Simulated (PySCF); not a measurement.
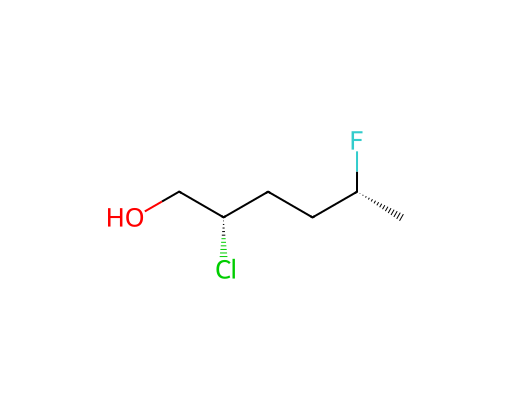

Structural formula above. The computed structure is the end point of a PBE0-D3(BJ)/def2-SVP optimisation. No frequency run is at hand to confirm it as a minimum.

What does the molecule look like in three dimensions?

The molecule is C6H12ClFO. As SMILES it reads `C[C@@H](F)CC[C@H](Cl)CO`. It has no ring. Among its groups: alcohol, C–F bond, C–Cl bond. The point group is C1. Coordination: 6 C tetrahedral; 1 O bent.

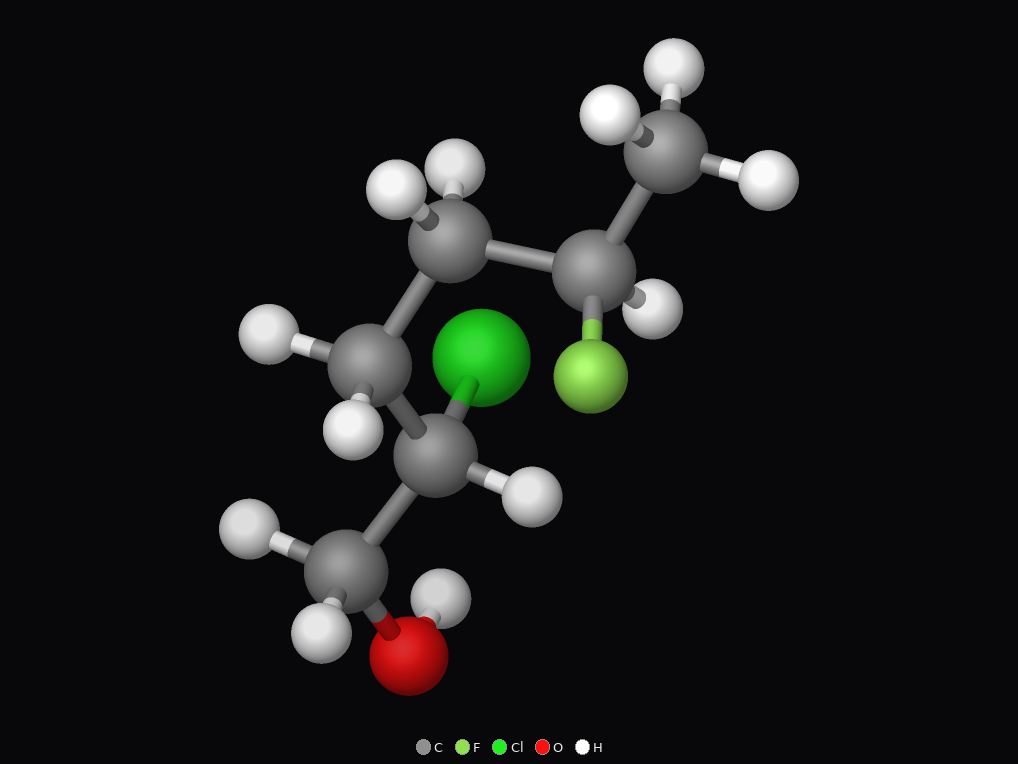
